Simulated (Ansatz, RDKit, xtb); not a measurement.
# C3H6B2N2: ranking a sample of isomers

A sample of isomers of C3H6B2N2 is drawn. Aim: find which of them has the lowest free energy at 298.15 K, then its properties. The sample is small against all isomers, and the most stable one of this formula need not be in it.

The funnel: GFN2-xTB relaxations, single points with a density functional, relaxations at B3LYP/def2-SVP, harmonic vibrations (at GFN2-xTB), and a last energy at a higher level. All values are calculated.

**1. Possible bonding patterns**

Isomers were taken from a list of plausible structures; this is a sample, not all of them. That gives 6 candidates.

| label | SMILES | spin |
| --- | --- | --- |
| c216 | Bc1ccn(B)n1 | singlet |
| c277 | Bc1ccnn1B | singlet |
| c528 | Bc1c[nH]nc1B | singlet |
| c607 | Bc1cn[nH]c1B | singlet |
| c887 | Bc1cnn(B)c1 | singlet |
| c929 | Bc1cc(B)[nH]n1 | singlet |

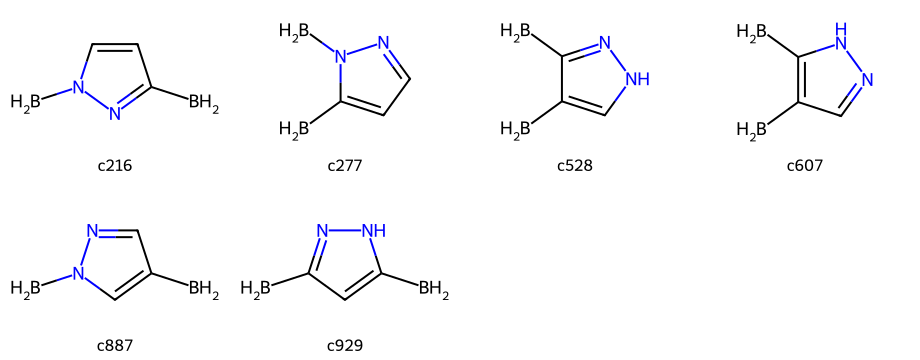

Structural formulas of the candidates.

Candidates are built by distance geometry, with a force field where one applies, in up to four conformers (letters a to d).

**2. First filter: tight binding**

All 6 starts are relaxed the same way. One of them, c216a (taken from a list of positional isomers, embedded by distance geometry and UFF), in full:

Contents of start.xyz:

```xyz
13
c216a
C     -0.949173     0.957111     1.297804
C     -0.233239     0.906551     0.090772
C      0.869949     0.147541     0.455834
B     -2.328180     1.644038     1.436535
B      1.917563    -0.950567     2.528134
N      0.891424    -0.103073     1.746478
N     -0.288966     0.306879     2.288126
H     -2.830596     1.631726     2.512717
H     -2.849660     2.174365     0.550182
H     -0.448367     1.309460    -0.871940
H      1.755985    -0.068745    -0.232527
H      1.710322    -1.127937     3.680290
H      2.884729    -1.298312     2.008682
```

On the command line:

```
xtb start.xyz --gfn 2 --opt
```

The log of the run, shortened:

```text
* xtb version 6.7.1
[...]
          :  # basis functions                  34          :
[...]
          :  # electrons                        34          :
[...]
          :  Hamiltonian                  GFN2-xTB          :
[...]
          :  net charge                          0          :
          :  unpaired electrons                  0          :
[...]
   *** convergence criteria satisfied after 13 iterations ***
[...]
   *** GEOMETRY OPTIMIZATION CONVERGED AFTER 10 ITERATIONS ***
[...]
   *** convergence criteria satisfied after 3 iterations ***
[...]
         ::                     SUMMARY                     ::
         :::::::::::::::::::::::::::::::::::::::::::::::::::::
         :: total energy             -17.790082250477 Eh    ::
         :: gradient norm              0.000400574842 Eh/a0 ::
         :: HOMO-LUMO gap              2.521928367659 eV    ::
         ::.................................................::
         :: SCC energy               -18.037747684907 Eh    ::
         :: -> isotropic ES            0.041179356227 Eh    ::
         :: -> anisotropic ES          0.009084853372 Eh    ::
         :: -> anisotropic XC          0.011447289425 Eh    ::
         :: -> dispersion             -0.008672416690 Eh    ::
         :: repulsion energy           0.247665434430 Eh    ::
         :: add. restraining           0.000000000000 Eh    ::
         :: total charge               0.000000000000 e     ::
         :::::::::::::::::::::::::::::::::::::::::::::::::::::
[...]
        17        2.0000           -0.3872068             -10.5364 (HOMO)
        18                         -0.2945276              -8.0145 (LUMO)
[...]
     #   Z          covCN         q      C6AA      α(0)
     1   6 C        3.017     0.001    27.982     8.677
     2   6 C        3.003    -0.057    29.412     8.896
     3   6 C        2.995    -0.003    28.092     8.694
     4   5 B        2.784     0.229    17.877     7.069
     5   5 B        2.732     0.245    17.733     7.053
     6   7 N        2.907     0.018    20.928     6.794
     7   7 N        2.005    -0.197    26.047     7.569
     8   1 H        0.940    -0.076     4.781     3.418
     9   1 H        0.939    -0.091     5.244     3.580
    10   1 H        0.926     0.033     2.541     2.493
    11   1 H        0.926     0.039     2.456     2.451
    12   1 H        0.941    -0.060     4.335     3.255
    13   1 H        0.940    -0.082     4.968     3.485
[...]
     #   Z sym  total        # sym  WBO       # sym  WBO       # sym  WBO
 ---------------------------------------------------------------------------
     1   6 C    3.947 --     7 N    1.534     2 C    1.212     4 B    1.064
     2   6 C    3.987 --     3 C    1.647     1 C    1.212    10 H    0.974
     3   6 C    3.966 --     2 C    1.647     6 N    1.173    11 H    0.968
                             7 N    0.138
     4   5 B    3.172 --     1 C    1.064     8 H    0.984     9 H    0.981
     5   5 B    3.273 --     6 N    1.176    12 H    0.982    13 H    0.977
     6   7 N    3.685 --     7 N    1.190     5 B    1.176     3 C    1.173
     7   7 N    3.005 --     1 C    1.534     6 N    1.190     3 C    0.138
     8   1 H    0.994 --     4 B    0.984
     9   1 H    0.992 --     4 B    0.981
    10   1 H    0.998 --     2 C    0.974
    11   1 H    0.998 --     3 C    0.968
    12   1 H    0.996 --     5 B    0.982
[...]
molecular dipole:
                 x           y           z       tot (Debye)
 q only:        0.367      -0.134      -0.230
   full:        0.555      -0.095      -0.733       2.350
molecular quadrupole (traceless):
[...]
          | TOTAL ENERGY              -17.790082250477 Eh   |
          | GRADIENT NORM               0.000400574842 Eh/α |
          | HOMO-LUMO GAP               2.521928367659 eV   |
           -------------------------------------------------
[...]
```

Wall time 0.27 s (2 threads of AMD EPYC (Zen 3), shared host).

**3. What the search left**

6 of the 6 relaxations converged. 6 distinct structures remain:

| label | start | SMILES after | spin | energy (kcal/mol) |
| --- | --- | --- | --- | --- |
| c887a | drawn | Bc1cnn(B)c1 | singlet | 0.0 |
| c277a | drawn | Bc1ccnn1B | singlet | 0.3 |
| c216a | drawn | Bc1ccn(B)n1 | singlet | 2.8 |
| c607a | drawn | Bc1cn[nH]c1B | singlet | 20.1 |
| c929a | drawn | Bc1cc(B)[nH]n1 | singlet | 21.1 |
| c528a | drawn | Bc1c[nH]nc1B | singlet | 24.6 |

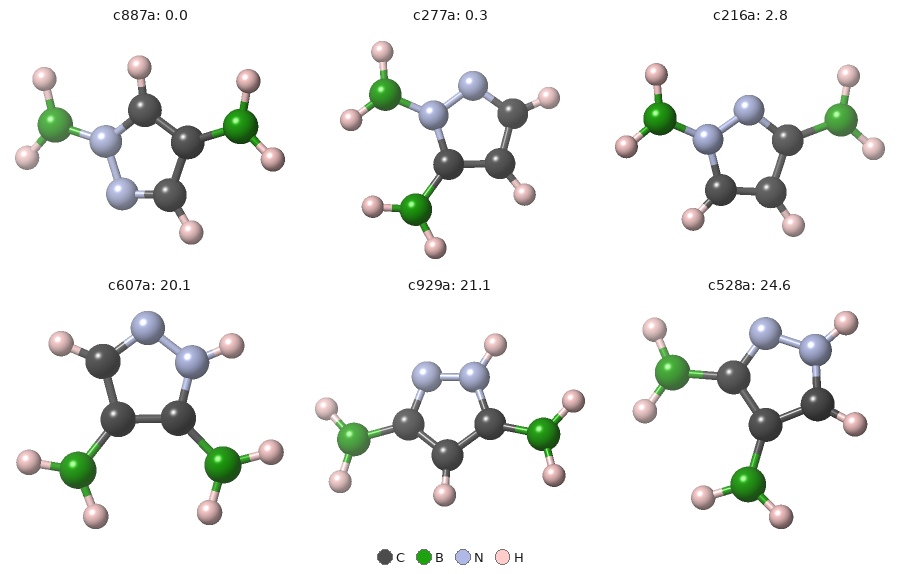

The 6 lowest minima that did not fall apart, with their GFN2-xTB energies in kcal/mol.

**4. Screening with a density functional**

A choice of the minima (the low ones first, few conformers of a pattern, up to a cap) and the lowest that fell apart get a single point at r2SCAN-D4/def2-SVP on the tight-binding geometry, and one at HF/STO-3G for comparison. The lowest singlets are also tried as triplets at the same geometry (label ending in t). The first, c887a:

Contents of input.yaml:

```yaml
basis:
  gaussian: {orbitals: def2-SVP}
crystal:
  periodic: [false, false, false]
  atoms:
    - {symbol: C, position_ang: [-0.773069, 1.082036, 1.418179]}
    - {symbol: C, position_ang: [-0.437391, 0.902155, 0.031359]}
    - {symbol: C, position_ang: [0.145725, 0.268429, 2.044857]}
    - {symbol: B, position_ang: [-1.865542, 1.955795, 2.033645]}
    - {symbol: B, position_ang: [2.008259, -1.234758, 1.312056]}
    - {symbol: N, position_ang: [0.554785, 0.082107, -0.134683]}
    - {symbol: "N", position_ang: [0.940276, -0.329408, 1.105917]}
    - {symbol: H, position_ang: [-1.994156, 1.984124, 3.195661]}
    - {symbol: H, position_ang: [-2.564779, 2.588397, 1.342761]}
    - {symbol: H, position_ang: [-0.913606, 1.361619, -0.813214]}
    - {symbol: H, position_ang: [2.573624, -1.638669, 0.377903]}
    - {symbol: H, position_ang: [2.270000, -1.532910, 2.410024]}
    - {symbol: H, position_ang: [0.291854, 0.070632, 3.088392]}
total_charge: 0
hamiltonian: {xc: r2scan, dispersion: d4}
scf: {lower_state_search: "off"}
output: {orbitals: {seedname: orbitals}}
```

On the command line:

```
ansatz run input.yaml --threads 2 --pin off --max-ram 5220MiB --events-out events.jsonl --progress --plain --runs-dir runs
```

The log of the run, shortened:

```text
Warning: RAYON_NUM_THREADS=2 ignored (pool sized by the plan → 2); use --threads N
Functional definition: r2SCAN
  name "r2SCAN"
[...]
1474 factors; their error is unknown
[...]
mean field -7530.25372479 eV, -276.7317201969 hartree, gradient 4.0e-6 eV, S^2 0.000000; 0 other end points of the search recorded, 0 dependent functions left out
reference -7530.25373659 eV, -276.7317206303 hartree; 24, 24 occupied and 104, 104 virtual orbitals, 1474 factors
Total energy: -7530.33353483 eV, -276.7346531615 hartree
Checks for a lower state left out: stability, starts, cluster_reference, orbital_swaps, neighbouring_geometries, increment
```

It took 6 s on 2 threads of AMD EPYC (Zen 3), shared host; peak memory 0.17 GiB.

Relative energies in kcal/mol, each column from its lowest structure that stays in one piece:

| label | SMILES | spin | GFN2-xTB | HF/STO-3G | r2SCAN-D4/def2-SVP |
| --- | --- | --- | --- | --- | --- |
| c887a | Bc1cnn(B)c1 | singlet | 0.0 | 0.0 | 0.0 |
| c277a | Bc1ccnn1B | singlet | 0.3 | 1.7 | 0.5 |
| c216a | Bc1ccn(B)n1 | singlet | 2.8 | 3.2 | 4.2 |
| c607a | Bc1cn[nH]c1B | singlet | 20.1 | 25.5 | 13.2 |
| c929a | Bc1cc(B)[nH]n1 | singlet | 21.1 | 25.0 | 14.3 |
| c528a | Bc1c[nH]nc1B | singlet | 24.6 | 28.0 | 17.5 |
| c277at | Bc1ccnn1B | triplet | – | – | 72.4 |
| c887at | Bc1cnn(B)c1 | triplet | – | – | 77.4 |
| c216at | Bc1ccn(B)n1 | triplet | – | – | 79.1 |

**5. Relaxing the best candidates**

6 candidates are relaxed at B3LYP/def2-SVP (chosen among the lowest in one piece). The first, c887a:

input.yaml: that of step 4 with these lines changed.

```diff
@@ -1,3 +1 @@
-basis:
-  gaussian: {orbitals: def2-SVP}
 crystal:
@@ -10,3 +8,3 @@
     - {symbol: B, position_ang: [2.008259, -1.234758, 1.312056]}
-    - {symbol: N, position_ang: [0.554785, 0.082107, -0.134683]}
+    - {symbol: "N", position_ang: [0.554785, 0.082107, -0.134683]}
     - {symbol: "N", position_ang: [0.940276, -0.329408, 1.105917]}
@@ -18,5 +16,10 @@
     - {symbol: H, position_ang: [0.291854, 0.070632, 3.088392]}
-total_charge: 0
-hamiltonian: {xc: r2scan, dispersion: d4}
-scf: {lower_state_search: "off"}
-output: {orbitals: {seedname: orbitals}}
+basis:
+  gaussian:
+    orbitals: def2-SVP
+hamiltonian:
+  xc: {name: B3LYP}
+scf:
+  lower_state_search: "off"
+relax:
+  f_tol: 0.006
```

On the command line:

```
ansatz run input.yaml --threads 2 --pin off --max-ram 5220MiB --events-out events.jsonl --progress --plain --runs-dir runs
```

The log of the run:

```text
Warning: RAYON_NUM_THREADS=2 ignored (pool sized by the plan → 2); use --threads N
The last accepted step is kept in runs//last_step.txt (removed where the run ends without a failure and the disk answers)
Functional definition: B3LYP
  name "B3LYP"
  parameter a0 = 0.2
  parameter ax = 0.72
  parameter ac = 0.81
  exchange = (1 - a0 - ax)*slater_x + ax*b88_x + a0*exact_x
  correlation = (1 - ac)*vwn_rpa_c + ac*lyp_c
these checks for a lower state are left out or cut short: stability, starts, cluster_reference, orbital_swaps, neighbouring_geometries, increment
1485 factors; integrals over basis functions are off by at most 3.2e-4 eV
mean field evaluation 1: about -7530.1496 eV, gradient 4.2e1 eV
mean field evaluation 2: about -7529.4411 eV, gradient 4.7e1 eV
mean field evaluation 4: about -7535.0799 eV, gradient 2.9e0 eV
mean field evaluation 8: about -7535.1797 eV, gradient 4.0e-1 eV
mean field evaluation 16: about -7535.1801 eV, gradient 6.0e-5 eV
mean field -7535.18010013 eV, -276.9127611512 hartree, gradient 2.9e-6 eV, S^2 0.000000; 0 other end points of the search recorded, 0 dependent functions left out
the calculation of the forces begins
reference -7535.18038809 eV, -276.9127717335 hartree; 24, 24 occupied and 104, 104 virtual orbitals, 1485 factors
relax step   1: F+E_penalty+E_count = -7535.18010013 eV  Δ(F+E_penalty+E_count) = +0.000e0 eV  max|allowed force component| = 1.274e0 eV/Å  Δτ_max = 0.0000 Å  (17 SCF iters, accepted)
these checks for a lower state are left out or cut short: stability, starts, cluster_reference, orbital_swaps, neighbouring_geometries, increment
1485 factors; integrals over basis functions are off by at most 3.6e-4 eV
mean field -7535.27860679 eV, -276.9163812044 hartree, gradient 1.0e-6 eV, S^2 0.000000; 0 other end points of the search recorded, 0 dependent functions left out
the calculation of the forces begins
reference -7535.27889789 eV, -276.9163919021 hartree; 24, 24 occupied and 104, 104 virtual orbitals, 1485 factors
relax step   2: F+E_penalty+E_count = -7535.27860679 eV  Δ(F+E_penalty+E_count) = -9.851e-2 eV  max|allowed force component| = 5.102e-1 eV/Å  Δτ_max = 0.0339 Å  (21 SCF iters, accepted)
these checks for a lower state are left out or cut short: stability, starts, cluster_reference, orbital_swaps, neighbouring_geometries, increment
1485 factors; integrals over basis functions are off by at most 3.8e-4 eV
mean field evaluation 32: about -7535.2894 eV, gradient 8.6e-7 eV
mean field -7535.28939068 eV, -276.9167775049 hartree, gradient 9.8e-7 eV, S^2 0.000000; 0 other end points of the search recorded, 0 dependent functions left out
the calculation of the forces begins
reference -7535.28968341 eV, -276.9167882626 hartree; 24, 24 occupied and 104, 104 virtual orbitals, 1485 factors
relax step   3: F+E_penalty+E_count = -7535.28939068 eV  Δ(F+E_penalty+E_count) = -1.078e-2 eV  max|allowed force component| = 1.160e-1 eV/Å  Δτ_max = 0.0200 Å  (22 SCF iters, accepted)
[... 5 lines left out ...]
relax step   4: F+E_penalty+E_count = -7535.28993864 eV  Δ(F+E_penalty+E_count) = -5.480e-4 eV  max|allowed force component| = 6.258e-2 eV/Å  Δτ_max = 0.0179 Å  (22 SCF iters, accepted)
[... 5 lines left out ...]
relax step   5: F+E_penalty+E_count = -7535.29004745 eV  Δ(F+E_penalty+E_count) = -1.088e-4 eV  max|allowed force component| = 1.372e-2 eV/Å  Δτ_max = 0.0041 Å  (14 SCF iters, accepted)
these checks for a lower state are left out or cut short: stability, starts, cluster_reference, orbital_swaps, neighbouring_geometries, increment
1485 factors; integrals over basis functions are off by at most 3.8e-4 eV
mean field -7535.29005125 eV, -276.9168017805 hartree, gradient 2.2e-6 eV, S^2 0.000000; 0 other end points of the search recorded, 0 dependent functions left out
the calculation of the forces begins
reference -7535.29034439 eV, -276.9168125531 hartree; 24, 24 occupied and 104, 104 virtual orbitals, 1485 factors
relax step   6: F+E_penalty+E_count = -7535.29005125 eV  Δ(F+E_penalty+E_count) = -3.801e-6 eV  max|allowed force component| = 1.730e-3 eV/Å  Δτ_max = 0.0004 Å  (14 SCF iters, accepted)
Total energy: -7535.29034439 eV, -276.9168125531 hartree
Atom 0 at    -0.777788     1.089354     1.401520 Å, force     0.001730    -0.001353    -0.000574 eV/Å
Atom 1 at    -0.434625     0.901727     0.004835 Å, force    -0.000276     0.000315     0.000950 eV/Å
Atom 2 at     0.140962     0.274883     2.041367 Å, force    -0.001521     0.001206    -0.000306 eV/Å
Atom 3 at    -1.863147     1.951822     2.044496 Å, force    -0.000471     0.000361     0.000449 eV/Å
Atom 4 at     2.015813    -1.242533     1.316325 Å, force    -0.001150     0.000874     0.000142 eV/Å
Atom 5 at     0.563580     0.079176    -0.174822 Å, force     0.000663    -0.000607    -0.001111 eV/Å
Atom 6 at     0.938492    -0.325231     1.096777 Å, force     0.000955    -0.000800     0.001102 eV/Å
Atom 7 at    -1.986479     1.969474     3.245343 Å, force    -0.000187     0.000153    -0.000047 eV/Å
Atom 8 at    -2.602982     2.619440     1.363876 Å, force     0.000119    -0.000098     0.000102 eV/Å
Atom 9 at    -0.918223     1.367813    -0.855871 Å, force    -0.000672     0.000531    -0.000426 eV/Å
Atom 10 at     2.609211    -1.671762     0.370321 Å, force     0.000018     0.000025     0.000177 eV/Å
Atom 11 at     2.262056    -1.529951     2.457044 Å, force     0.000336    -0.000227    -0.000127 eV/Å
Atom 12 at     0.289109     0.075336     3.101645 Å, force     0.000454    -0.000380    -0.000330 eV/Å
Dipole moment:     0.039431    -0.052121     0.268340 e Å
Checks for a lower state left out: stability, starts, cluster_reference, orbital_swaps, neighbouring_geometries, increment
```

Run time: 44 s. Hardware: 2 threads of AMD EPYC (Zen 3), shared host; peak memory 0.3 GiB.

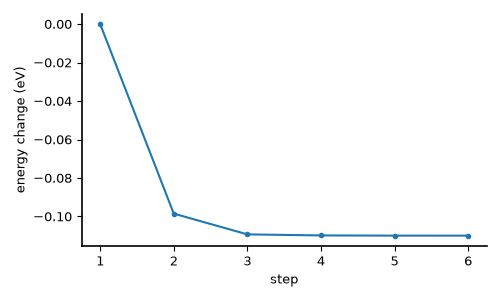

Energy along the run, all evaluated steps.

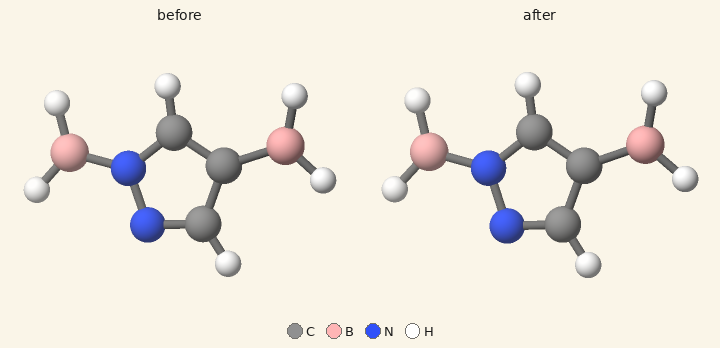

Before and after, at one scale.

After the run. Bond lengths: C1–C2 1.450 Å, C1–C3 1.385 Å, C1–B4 1.528 Å, C2–N6 1.306 Å, C3–N7 1.374 Å, B5–N7 1.432 Å, N6–N7 1.386 Å, B4–H8 1.207 Å, B4–H9 1.207 Å, C2–H10 1.092 Å, B5–H11 1.196 Å, B5–H12 1.202 Å, C3–H13 1.089 Å. Some angles: C1–C2–N6 113.3°, C2–C1–C3 102.2°, C2–C1–B4 130.3°, C3–C1–B4 127.5°, C1–C3–N7 108.9°, C2–N6–N7 105.3°, C3–N7–B5 127.7°, C3–N7–N6 110.3°, B5–N7–N6 122.1°, C1–C2–H10 126.8°.

**6. The relaxed candidates**

| label | spin | r2SCAN-D4/def2-SVP (kcal/mol) | B3LYP/def2-SVP, relaxed (kcal/mol) | time |
| --- | --- | --- | --- | --- |
| c887a | singlet | 0.0 | 0.0 | 44 s |
| c277a | singlet | 0.5 | 1.4 | 46 s |
| c216a | singlet | 4.2 | 4.2 | 44 s |
| c607a | singlet | 13.2 | 15.3 | 46 s |
| c929a | singlet | 14.3 | 15.9 | 45 s |
| c528a | singlet | 17.5 | 19.2 | 44 s |

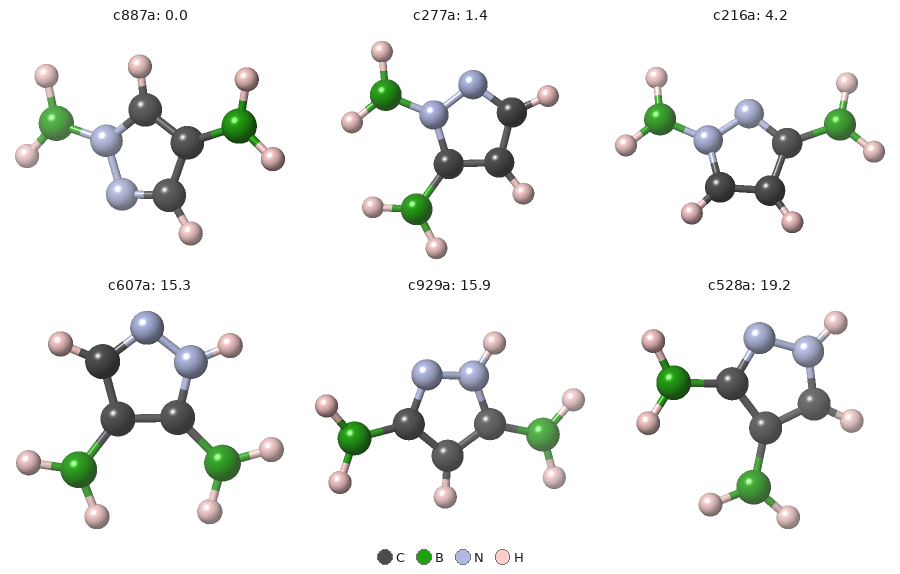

The relaxed structures, with energies at B3LYP/def2-SVP in kcal/mol.

**7. Are they minima? Harmonic frequencies**

The lowest few in one piece go on as finalists. In this search the thermal terms come from GFN2-xTB at its own nearest minimum. The first, c887a:

Contents of start.xyz:

```xyz
13
c887a
C     -0.777788     1.089354     1.401520
C     -0.434625     0.901727     0.004835
C      0.140962     0.274883     2.041367
B     -1.863147     1.951822     2.044496
B      2.015813    -1.242533     1.316325
N      0.563580     0.079176    -0.174822
N      0.938492    -0.325231     1.096777
H     -1.986479     1.969474     3.245343
H     -2.602982     2.619440     1.363876
H     -0.918223     1.367813    -0.855871
H      2.609211    -1.671762     0.370321
H      2.262056    -1.529951     2.457044
H      0.289109     0.075336     3.101645
```

On the command line:

```
xtb start.xyz --gfn 2 --ohess tight
```

The log of the run, shortened:

```text
* xtb version 6.7.1
[...]
          :  # basis functions                  34          :
[...]
          :  # electrons                        34          :
[...]
          :  Hamiltonian                  GFN2-xTB          :
[...]
          :  net charge                          0          :
          :  unpaired electrons                  0          :
[...]
   *** convergence criteria satisfied after 13 iterations ***
[...]
   *** GEOMETRY OPTIMIZATION CONVERGED AFTER 7 ITERATIONS ***
[...]
   *** convergence criteria satisfied after 3 iterations ***
[...]
         ::                     SUMMARY                     ::
         :::::::::::::::::::::::::::::::::::::::::::::::::::::
         :: total energy             -17.794484223047 Eh    ::
         :: gradient norm              0.000189813101 Eh/a0 ::
         :: HOMO-LUMO gap              2.702998753403 eV    ::
         ::.................................................::
         :: SCC energy               -18.042553155208 Eh    ::
         :: -> isotropic ES            0.042881878206 Eh    ::
         :: -> anisotropic ES          0.008664818521 Eh    ::
         :: -> anisotropic XC          0.011593033295 Eh    ::
         :: -> dispersion             -0.008712844476 Eh    ::
         :: repulsion energy           0.248068932161 Eh    ::
         :: add. restraining           0.000000000000 Eh    ::
         :: total charge              -0.000000000000 e     ::
         :::::::::::::::::::::::::::::::::::::::::::::::::::::
[...]
        17        2.0000           -0.3903641             -10.6223 (HOMO)
        18                         -0.2910306              -7.9193 (LUMO)
[...]
molecular dipole:
                 x           y           z       tot (Debye)
 q only:        0.179      -0.173       0.339
   full:        0.020      -0.059       0.590       1.507
molecular quadrupole (traceless):
[...]
          | TOTAL ENERGY              -17.794484223046 Eh   |
          | TOTAL ENTHALPY            -17.695900573805 Eh   |
          | TOTAL FREE ENERGY         -17.734043088673 Eh   |
          | GRADIENT NORM               0.000189882918 Eh/α |
[...]
```

Wall time 0.76 s (2 threads of AMD EPYC (Zen 3), shared host); peak memory 0.1 GiB.

**8. Thermal terms of the finalists**

As xtb prints them, at 298.15 K, with its own treatment of low modes:

| label | SMILES | spin | lowest mode (cm⁻¹) | zero-point (kcal/mol) | G − E (kcal/mol) |
| --- | --- | --- | --- | --- | --- |
| c887a | Bc1cnn(B)c1 | singlet | 134 | 56.9 | 37.9 |
| c277a | Bc1ccnn1B | singlet | 109 | 57.0 | 38.0 |
| c216a | Bc1ccn(B)n1 | singlet | 137 | 56.8 | 37.7 |
| c607a | Bc1cn[nH]c1B | singlet | 150 | 56.7 | 37.5 |
| c929a | Bc1cc(B)[nH]n1 | singlet | 134 | 56.6 | 37.5 |
| c528a | Bc1c[nH]nc1B | singlet | 137 | 56.4 | 37.1 |

[end of part 1 of 2]
